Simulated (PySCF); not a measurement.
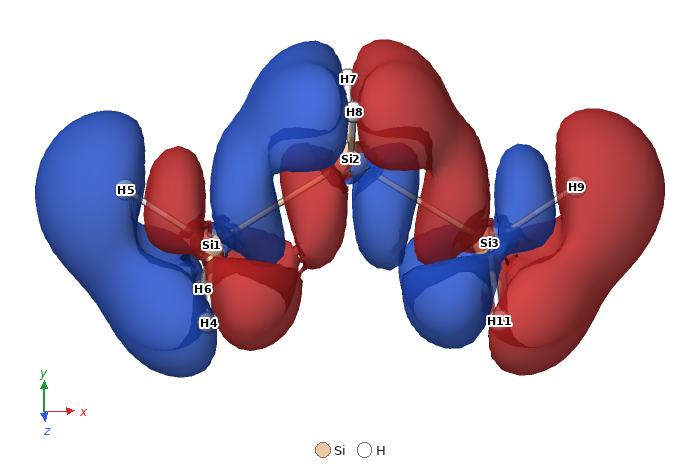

H8Si3, SMILES `[SiH3][SiH2][SiH3]`. Change of the electron density in a uniform field of 0.21 V/Å, surfaces at ±0.001 e/Å³ (blue: gain, red: loss).

Computed with PySCF, ωB97X/def2-TZVP, geometry: GFN2-xTB. No frequency check shows the geometry to be a minimum. A basis without diffuse functions makes polarisabilities too small.

Cartesian coordinates (Å):

```
Si1     -1.9641   -0.3912    0.0010
Si2     -0.0000    0.8332    0.0000
Si3      1.9641   -0.3911   -0.0010
H4      -2.0535   -1.2650    1.1744
H5      -3.1833    0.4207   -0.0097
H6      -2.0547   -1.2650   -1.1723
H7      -0.0005    1.7529   -1.1517
H8       0.0005    1.7528    1.1517
H9       3.1833    0.4207    0.0098
H10      2.0535   -1.2650   -1.1744
H11      2.0547   -1.2650    1.1723
```

Along which Cartesian direction does the field point?

Answer. Along +x: electrons gather on the −x side, against the field.

What dipole is induced, and what polarisability does it imply?

Answer. The induced dipole is 1.07 D (along the field); α along this axis, from the fields in both directions, is 106 bohr³ (15.7 Å³).

Which atoms gain and lose the most charge?

Answer. Electrons gather most on H5 (Hirshfeld charge changes by −0.012 e) and leave H9 most (+0.012 e); 0.080 electrons are displaced in all.

Run time: 44 s on 1 thread of Intel(R) Xeon(R) Platinum 8259CL CPU @ 2.50GHz (Skylake/Cascade Lake), on a shared host, peak memory 0.82 GiB.
